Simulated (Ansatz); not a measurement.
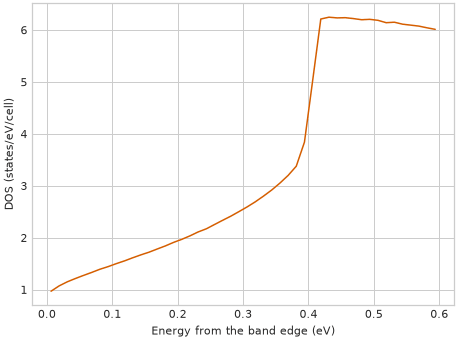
Density of states of Zr₃N₄ (I-43d) below the valence band maximum, PBEsol, rigid bands in Ansatz (a quantum-chemistry and plane-wave program); cell volume 150.6 Å³.

Q: What effective density of states at 300 K does this give (∫ g(E) exp(−E/k_BT) dE, both spins, divided by the cell's size)?

A: 1.9e20 cm⁻³, a density-of-states mass of 3.9 mₑ, valleys and band degeneracy included.

Spin-orbit coupling is left out; where it splits the top of the valence band, N_v and the p-type Seebeck coefficient come out somewhat high without it. Geometry: cell and atoms relaxed with PBEsol.

Computed structure with no diffraction record at hand here (it may be known, metastable or hypothetical): Zr3N4 (I-43d).
